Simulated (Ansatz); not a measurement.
Consider Mg3TiCu4.

The calculation's input:

```
crystal:
  lattice:
    - [6.0867037112, 0.0, 0.0]
    - [0.0, 6.0867037112, 0.0]
    - [0.0, 0.0, 2.9455777886]
  atoms:
    - { symbol: Mg, position: [0.0, 0.0, 0.5] }
    - { symbol: Mg, position: [0.5, 0.0, 0.5] }
    - { symbol: Mg, position: [0.0, 0.5, 0.5] }
    - { symbol: Ti, position: [0.5, 0.5, 0.5] }
    - { symbol: Cu, position: [0.7420731185, 0.7420731185, 0.0] }
    - { symbol: Cu, position: [0.2579268815, 0.2579268815, 0.0] }
    - { symbol: Cu, position: [0.2579268815, 0.7420731185, 0.0] }
    - { symbol: Cu, position: [0.7420731185, 0.2579268815, 0.0] }
basis:
  ecutwfc: 420
kpoints:
  mp_grid: { grid: [6, 6, 10] }
hamiltonian:
  xc: pbe
scf:
  occupations: { method: gaussian, width: 0.1 }
output:
  forces: true
  stress: true
  eigenvalues: true
  write_density: true
  write_potential: true
  elf: true
  volumetric_format: npy
relax:
  adjacent_minimum: "off"
  f_tol: 0.01
  max_steps: 30
  cell: { stress_tol: 0.1, fix: [volume] }
```

Launched as:

```sh
ansatz run input.yaml --threads 1 --pin off --max-ram 2560MiB --backend cpu --events-out ev --progress --plain --runs-dir out
```

Below, planes, directions and counts refer to the conventional cell (a = 6.09 Å, b = 6.09 Å, c = 2.94 Å, α = 90.00°, β = 90.00°, γ = 90.00°).

The fields are those of the relaxed geometry.

Space group P4/mmm; a generated structure, not necessarily the stable one; changed on purpose from its base cell (volume × 0.88, shape and atoms relaxed); computed pressure about 13 GPa in this cell; computed without spin polarisation.

The calculation used DFT PBE, scalar-relativistic, plane waves, PAW in Ansatz.

What will maps of the valence pseudo-density and electron localisation function show?

Answer. Ti–Cu (2.56 Å): ρ is about 0.29 e/Å³ halfway; the ELF is about 0.25 at the midpoint (no localised pair shows between them).
Mg–Mg (2.94 Å): ρ at the midpoint is about 0.14 e/Å³; the ELF is about 0.50 at the midpoint.
Mg–Cu (2.65 Å): ρ is about 0.19 e/Å³ halfway, with its minimum of 0.16 e/Å³ about 1.1 Å from Mg; the ELF is about 0.30 at the midpoint.

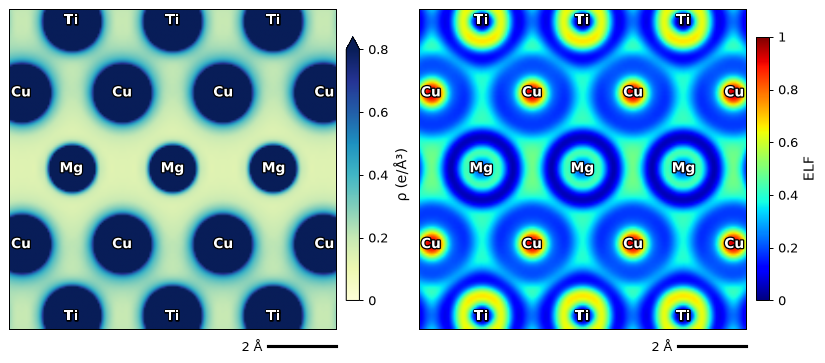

Computed valence pseudo-density and electron localisation function on the (11̄0) plane of the conventional cell, in this order. 

Core electrons are frozen (PAW), and the valence fields are smoothed inside the atomic spheres.
